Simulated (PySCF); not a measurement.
# C$_{4}$H$_{11}$GaO: one change and its effect

System: C$_{4}$H$_{11}$GaO.
Method of the first run: GIAO KT2/pcSseg-1 NMR shielding, non-relativistic, gas phase (PySCF 2.14.0).

The geometry comes from this level: PBE0-D3(BJ)/def2-SVP. Text and figures count atoms from 1; the logs count them from 0 in places.

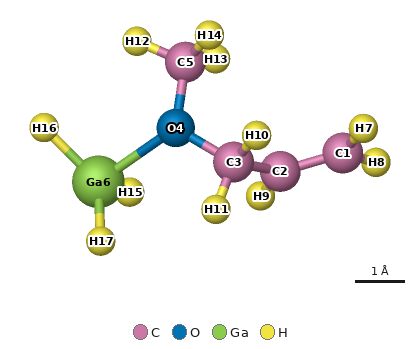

**Figure 1.** The input geometry (ball-and-stick view, seen at a tilt; atoms are numbered from 1 in the order of the input). Sticks mark near contacts.

**Input, the first run**
```
{"job": {"kind": "nmr", "xc": "KT2", "basis": "pcSseg-1", "pop": false}, "charge": 0, "multiplicity": 1}
C      1.175594     1.244189    -2.274362
C      0.660689     0.183241    -1.653285
C      0.174505     0.201237    -0.240655
O     -1.168978    -0.262699    -0.111508
C     -2.147939     0.559347    -0.719809
Ga    -1.517651    -2.360560    -0.003069
H      1.251551     2.216969    -1.776493
H      1.553693     1.180159    -3.297848
H      0.591036    -0.782969    -2.167400
H      0.240727     1.214471     0.193206
H      0.765770    -0.483885     0.385981
H     -3.125643     0.128595    -0.471744
H     -2.019840     0.591517    -1.813513
H     -2.080776     1.581846    -0.313498
H     -1.280159    -2.722567    -1.526975
H     -3.007109    -2.274310     0.513062
H     -0.348614    -2.669568     1.014463
```

The first line tells a small driver script what to run in PySCF; the rest is the geometry in Å.

Hardware: 1 CPU thread, shared host.

**Output (the first run)**
```
coarse grid: 60512 points
cycle   1  E = -2170.7200107667  dE = -2.185e-01  |g| = 8.719e-01  |ddm| = 3.520e+00
cycle   2  E = -2170.5281261626  dE =  1.919e-01  |g| = 1.369e+00  |ddm| = 1.448e+00
cycle   3  E = -2170.8095494577  dE = -2.814e-01  |g| = 2.698e-01  |ddm| = 1.126e+00
cycle   4  E = -2170.8227473637  dE = -1.320e-02  |g| = 9.065e-02  |ddm| = 2.505e-01
cycle   5  E = -2170.8239540763  dE = -1.207e-03  |g| = 2.878e-02  |ddm| = 8.666e-02
cycle   6  E = -2170.8241186790  dE = -1.646e-04  |g| = 1.529e-02  |ddm| = 3.478e-02
cycle   7  E = -2170.8241809534  dE = -6.227e-05  |g| = 2.303e-03  |ddm| = 1.331e-02
cycle   8  E = -2170.8241821056  dE = -1.152e-06  |g| = 6.839e-04  |ddm| = 2.375e-03
final grid: 128424 points
cycle   9  E = -2170.8241811687  dE =  7.097e-08  |g| = 1.065e-03  |ddm| = 2.550e-03
cycle  10  E = -2170.8241805523  dE =  6.164e-07  |g| = 1.938e-03  |ddm| = 2.353e-03
cycle  11  E = -2170.8241813762  dE = -8.239e-07  |g| = 4.063e-04  |ddm| = 1.687e-03
cycle  12  E = -2170.8241814191  dE = -4.293e-08  |g| = 3.150e-05  |ddm| = 3.409e-04
cycle  13  E = -2170.8241814193  dE = -2.001e-10  |g| = 1.265e-05  |ddm| = 3.332e-05
converged SCF energy = -2170.8241814193

GIAO shielding tensors (ppm)
atom      isotropic    diamagn.    paramagn.     s11        s22        s33       span
  0 C       62.323     254.814    -192.492    -42.829     74.011    155.787    198.616
  1 C       51.036     259.348    -208.312    -54.406     53.626    153.887    208.293
  2 C      102.439     249.549    -147.109     74.935     88.195    144.188     69.253
  3 O      300.385     399.552     -99.168    268.928    289.775    342.450     73.522
  4 C      123.363     246.916    -123.552     87.262    103.311    179.517     92.255
  5 Ga    1400.306    2643.804   -1243.498   1271.481   1365.381   1564.056    292.574
  6 H       25.774      31.526      -5.753     22.388     25.555     29.377      6.989
  7 H       25.708      27.767      -2.058     22.589     24.875     29.661      7.072
  8 H       24.836      32.284      -7.448     21.873     23.902     28.733      6.860
  9 H       27.741      33.862      -6.121     23.524     27.171     32.530      9.006
 10 H       26.206      32.444      -6.238     22.139     26.606     29.873      7.734
 11 H       27.330      29.093      -1.763     22.682     26.579     32.727     10.045
 12 H       27.520      29.707      -2.186     23.924     25.893     32.744      8.820
 13 H       28.385      30.207      -1.822     25.051     25.218     34.886      9.835
 14 H       26.077      29.471      -3.393     19.617     24.316     34.299     14.682
 15 H       26.241      29.216      -2.975     19.743     23.841     35.138     15.395
 16 H       26.224      29.661      -3.437     19.867     23.948     34.856     14.989
```

For the second run the input was changed thus:
```diff
-"xc": "KT2"
+"xc": "KT3"
```

How does the second run compare with the first run?

The total energies belong to different methods, so their difference says nothing on which is more stable or more accurate. The LUMO goes from −1.69 to −1.59 eV. The dipole moment goes from 4.46 to 4.42 D. Of all shieldings, the largest change is that of Ga6, by +31.1 ppm. The functional changes from KT2 to KT3. The number of SCF iterations is the same.

**Output (the second run)**
```
coarse grid: 60512 points
cycle   1  E = -2169.9167231010  dE = -2.519e-01  |g| = 8.330e-01  |ddm| = 3.542e+00
cycle   2  E = -2169.7433965773  dE =  1.733e-01  |g| = 1.288e+00  |ddm| = 1.474e+00
cycle   3  E = -2170.0064495431  dE = -2.631e-01  |g| = 2.514e-01  |ddm| = 1.107e+00
cycle   4  E = -2170.0178517015  dE = -1.140e-02  |g| = 9.038e-02  |ddm| = 2.382e-01
cycle   5  E = -2170.0191153168  dE = -1.264e-03  |g| = 2.809e-02  |ddm| = 8.375e-02
cycle   6  E = -2170.0192717774  dE = -1.565e-04  |g| = 1.482e-02  |ddm| = 3.350e-02
cycle   7  E = -2170.0193300199  dE = -5.824e-05  |g| = 2.306e-03  |ddm| = 1.266e-02
cycle   8  E = -2170.0193311750  dE = -1.155e-06  |g| = 6.507e-04  |ddm| = 2.294e-03
final grid: 128424 points
cycle   9  E = -2170.0193505576  dE =  2.361e-08  |g| = 1.026e-03  |ddm| = 2.669e-03
cycle  10  E = -2170.0193501675  dE =  3.902e-07  |g| = 1.705e-03  |ddm| = 1.989e-03
cycle  11  E = -2170.0193507286  dE = -5.611e-07  |g| = 3.613e-04  |ddm| = 1.363e-03
cycle  12  E = -2170.0193507641  dE = -3.551e-08  |g| = 2.671e-05  |ddm| = 3.074e-04
cycle  13  E = -2170.0193507643  dE = -1.369e-10  |g| = 8.374e-06  |ddm| = 2.590e-05
converged SCF energy = -2170.0193507643

GIAO shielding tensors (ppm)
atom      isotropic    diamagn.    paramagn.     s11        s22        s33       span
  0 C       63.924     254.017    -190.094    -40.645     76.989    155.426    196.071
  1 C       52.300     258.248    -205.947    -53.373     56.605    153.670    207.044
  2 C      104.410     249.172    -144.762     76.872     91.112    145.246     68.374
  3 O      296.480     400.281    -103.800    265.957    286.335    337.149     71.192
  4 C      124.231     245.812    -121.581     90.052    104.290    178.350     88.298
  5 Ga    1431.401    2643.404   -1212.003   1329.859   1413.502   1550.841    220.981
  6 H       25.973      31.770      -5.797     22.567     25.719     29.633      7.066
  7 H       25.880      27.945      -2.065     22.804     25.063     29.774      6.971
  8 H       25.023      32.527      -7.503     22.071     24.026     28.973      6.902
  9 H       27.892      34.136      -6.245     23.753     27.259     32.663      8.911
 10 H       26.438      32.704      -6.266     22.391     26.797     30.126      7.735
 11 H       27.549      29.167      -1.618     22.930     26.798     32.918      9.987
 12 H       27.758      29.707      -1.949     24.187     26.159     32.929      8.741
 13 H       28.545      30.331      -1.787     25.238     25.461     34.935      9.698
 14 H       26.626      29.820      -3.194     20.196     24.720     34.961     14.765
 15 H       26.771      29.521      -2.749     20.296     24.265     35.753     15.457
 16 H       26.751      30.046      -3.296     20.420     24.372     35.460     15.040
```

**The two runs side by side**

```tsv
quantity	the first run	the second run
outcome	converged	converged
total energy (hartree)	−2170.824181	−2170.019351
HOMO (eV)	−6.37	−6.36
LUMO (eV)	−1.69	−1.59
dipole moment (D)	4.46	4.42
shielding of C1 (ppm)	62.3	63.9
shielding of C2 (ppm)	51.0	52.3
shielding of C3 (ppm)	102.4	104.4
shielding of O4 (ppm)	300.4	296.5
shielding of C5 (ppm)	123.4	124.2
shielding of Ga6 (ppm)	1400.3	1431.4
shielding of H15 (ppm)	26.1	26.6
SCF iterations	13	13
basis functions	181	181
wall time (shared host)	54 s	54 s
```

For both runs: Spin–orbit coupling is left out, which matters for the heavy atoms.
